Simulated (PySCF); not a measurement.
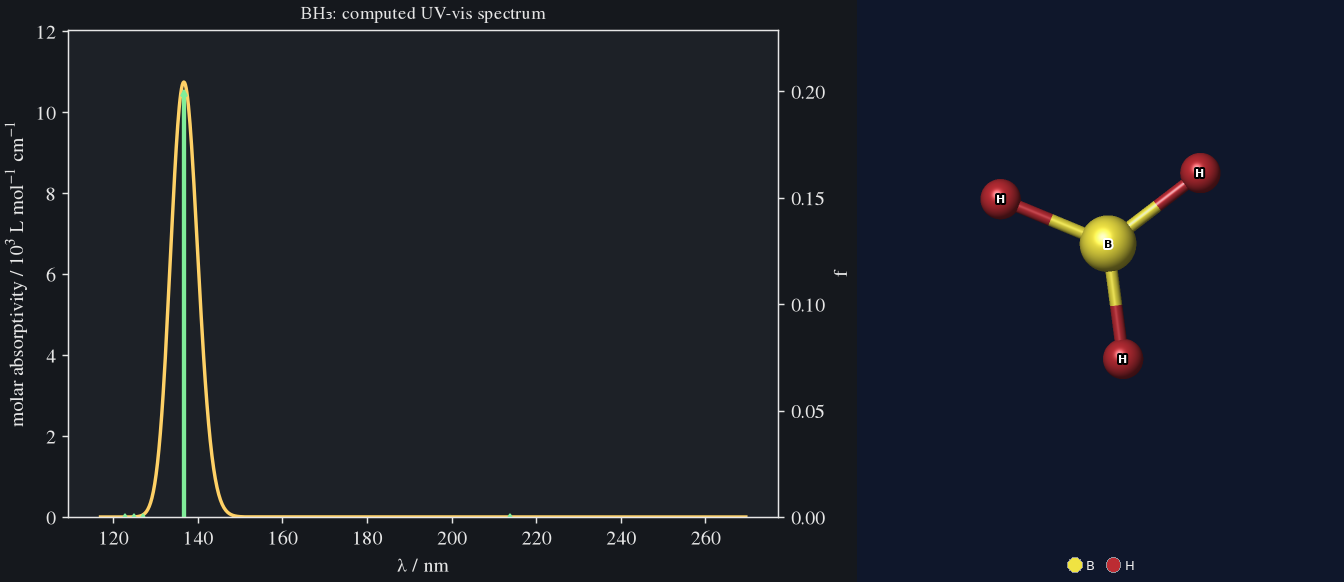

Computed absorption of BH₃ (boron trihydride), SMILES B. Vertical TDDFT excitations, PBE0/aug-cc-pVTZ, PySCF, at a PBE0-D3(BJ)/def2-SVP geometry (no frequency check), gas phase. The lowest 10 singlet states are shown; each is broadened by a Gaussian of 1/e half-width 0.30 eV. Sticks give oscillator strengths (right axis). States within 0.01 eV of each other are merged, with their strengths summed. The highest state may be half of a pair whose partner wasn't computed.

Q: Where is the lowest singlet, and is it bright?

A: S1/S2 lies at 5.80 eV (214 nm) with f = 0.000, mainly HOMO/HOMO−1 → LUMO; it is dark or nearly so.

Q: Does any vertical transition fall in the visible?

A: No singlet lies below 3.1 eV (beyond 400 nm), so at this level no vertical transition falls in the visible.

Q: List the transitions behind the spectrum.

A:
```csv
state,E (eV),λ (nm),f,main character
S1/S2,5.80,214,0.000,HOMO/HOMO−1 → LUMO
S3/S4,9.07,137,0.199,HOMO/HOMO−1 → LUMO+1
S5/S6/S7,9.76,127,0.000,HOMO/HOMO−1 → LUMO+2/LUMO+3
S8,9.93,125,0.000,HOMO−1 → LUMO+2 (51 %)
S9/S10,10.10,123,0.000,HOMO/HOMO−1 → LUMO+4
```

Known limits of this run: states above the negative HOMO energy depend on the basis; core orbitals are frozen in the response.
